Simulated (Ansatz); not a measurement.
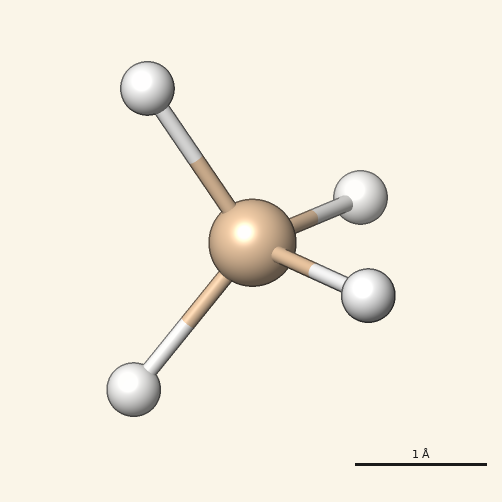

Ball-and-stick drawing of a structure. Colours: silicon light orange, hydrogen white.

Computed geometry: PBE0-D4/def2-TZVP optimisation.

What does the picture show?

The molecule is SiH4. This geometry has Td symmetry. Coordination: 1 Si tetrahedral.

The parts below concern this one geometry. Atoms keep their numbers from picture to picture.

### Charges

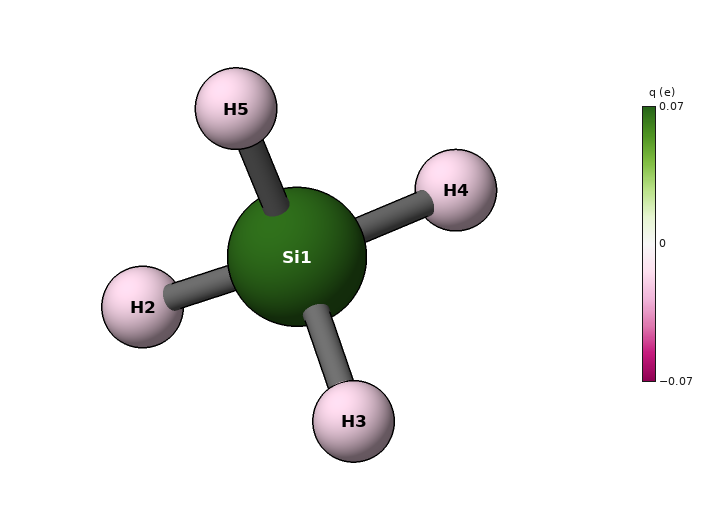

Atoms are coloured by their Mulliken charges. Level of theory: RKS PBE0-D4/def2-TZVP (Ansatz 0.2.0).

List the Mulliken charges.

```
atom  value (e)
 Si1       0.07
  H2      −0.02
  H3      −0.02
  H4      −0.02
  H5      −0.02
```

### Vibrations

Harmonic vibrations computed with RKS PBE0-D4/def2-TZVP (Ansatz 0.2.0) at a stationary point of the same level.

**How many vibrational modes are there, and where do they lie?**

9 modes: 907, 907, 907, 969, 969, 2236, 2245, 2245, 2245 cm⁻¹.

### Electronic properties

Properties computed with RKS PBE0-D4/def2-TZVPP (Ansatz 0.2.0).

Predict the main results.

- HOMO energy (Kohn–Sham orbital): −9.86 eV
- LUMO energy (Kohn–Sham orbital): 1.06 eV
- HOMO–LUMO gap: 10.92 eV

Mulliken values depend strongly on the basis set and can even reverse the polarity of a bond.
